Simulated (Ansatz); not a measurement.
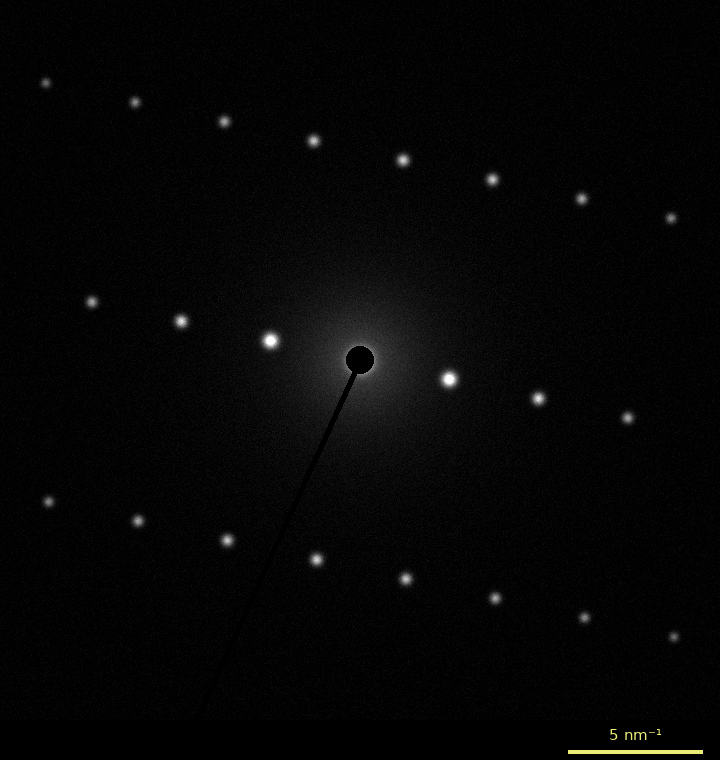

Computed electron diffraction pattern, 200 kV, single scattering only, B = 0.5 Å².

Question: What net do the spots form, and what spacings does it show?

Answer: The spots form a rectangular net whose two shortest vectors correspond to d = 2.92 Å and 1.31 Å, 90.0° apart.

Question: What is the point symmetry of the pattern, intensities included?

Answer: 2mm.

Question: What was simulated?

Answer: This cannot be fixed from one zone alone; the pattern is [210] of TaBi, space group Fm-3m (No. 225), a = 5.84 Å. The net vectors are 0 0 2 and 2 -4 0. Structure: coordinates from a relaxation with DFT PBE, scalar-relativistic, plane waves, PAW (Ansatz 0.2.0); the starting structure was generated, so it need not be a known form of this composition.
